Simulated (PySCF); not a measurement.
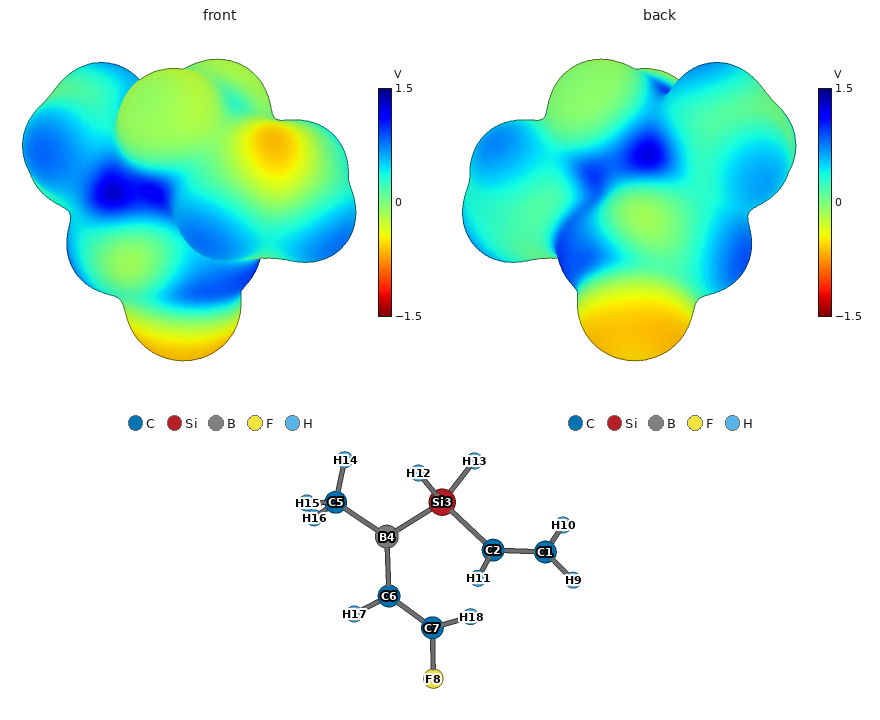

Figure 1: C5H10BFSi (SMILES C=C[SiH2]B(C)/C=C/F). The electrostatic potential painted on the density surface at 0.002 e/bohr³, seen from the front and from behind; red is negative and blue positive. The bare structure is drawn below in the same view.

Geometry: GFN2-xTB.

Level of theory: PySCF, CAM-B3LYP/def2-SVPD, SCF density, gas phase.

```csv
atom,x (Å),y (Å),z (Å)
C,2.7014,-1.4156,-0.3890
C,1.9084,-0.6413,0.3342
Si,1.0125,0.8997,-0.2973
B,-0.9534,0.7587,-0.3831
C,-1.7955,2.0752,-0.5866
C,-1.7444,-0.5615,-0.2317
C,-1.1887,-1.7688,-0.2431
F,-1.9120,-2.8949,-0.1502
H,3.1926,-2.2920,0.0092
H,2.8987,-1.2027,-1.4277
H,1.7518,-0.9080,1.3743
H,1.4685,1.9823,0.6031
H,1.6232,1.2156,-1.6049
H,-1.3110,2.8044,-1.2335
H,-1.8955,2.5663,0.3841
H,-2.8068,1.9132,-0.9564
H,-2.8259,-0.5418,-0.1394
H,-0.1327,-1.9825,-0.3384
```

**Which sites attract a positive test charge, and which a negative one?**

A positive charge is drawn to the negative regions and a negative charge to the positive ones. The most negative region (about −0.6 V) lies over C1, C2 and F8, the most positive (about +1.2 V) over Si3 and B4.
